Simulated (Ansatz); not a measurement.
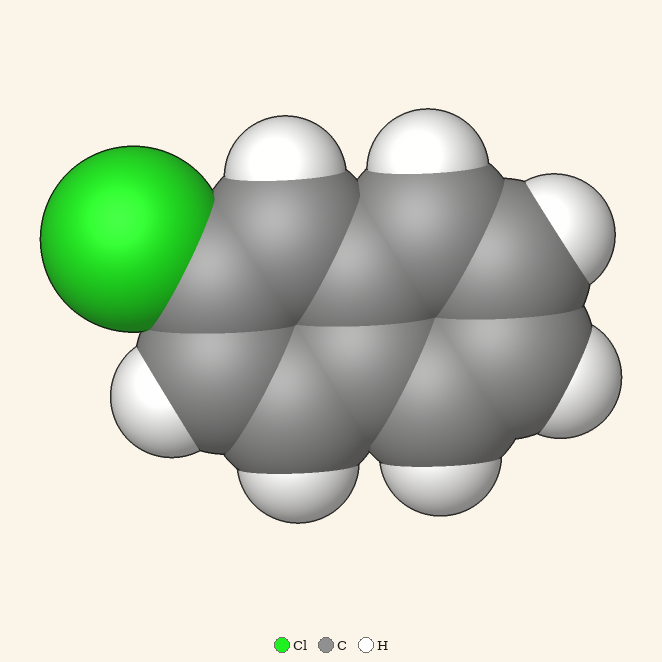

The computed structure is the end point of a PBE-D4/def2-SVP optimisation. No frequency run is at hand to confirm it as a minimum.

Draw it as a skeletal formula.

SMILES: Clc1ccc2ccccc2c1

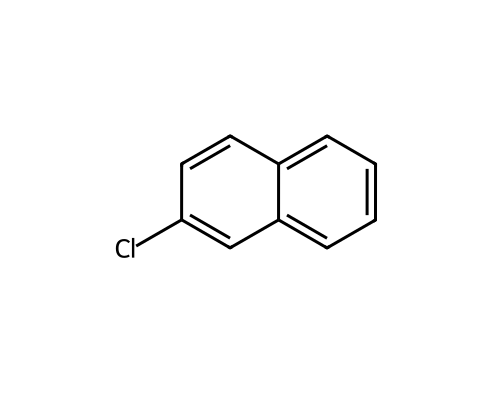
